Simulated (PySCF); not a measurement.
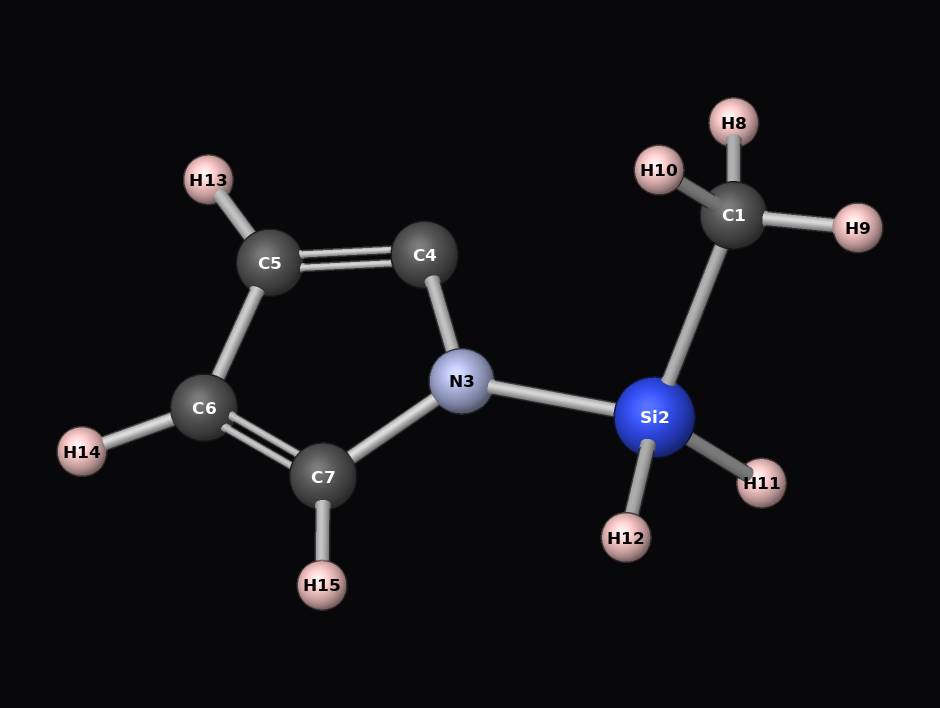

The questions are on Mulliken spin populations. The species is neutral and a spin doublet. The geometry was computed by an optimisation with GFN2-xTB. No frequency run is at hand to confirm it as a minimum. Level of theory: UKS B3LYP, pcH-1 on C H N Si, non-relativistic (PySCF 2.14.0).

List the Mulliken spin populations.

```csv
atom,value (e)
C1,0.00
Si2,0.00
N3,−0.02
C4,0.99
C5,−0.06
C6,0.05
C7,0.01
H8,0.00
H9,0.00
H10,0.00
H11,0.00
H12,0.00
H13,0.01
H14,0.01
H15,0.01
```

Mulliken values depend strongly on the basis set. The geometry is semi-empirical. Around Si such bond lengths and angles can be off by a tenth of an ångström or more and by several degrees, and values that hang on the shape move with them.
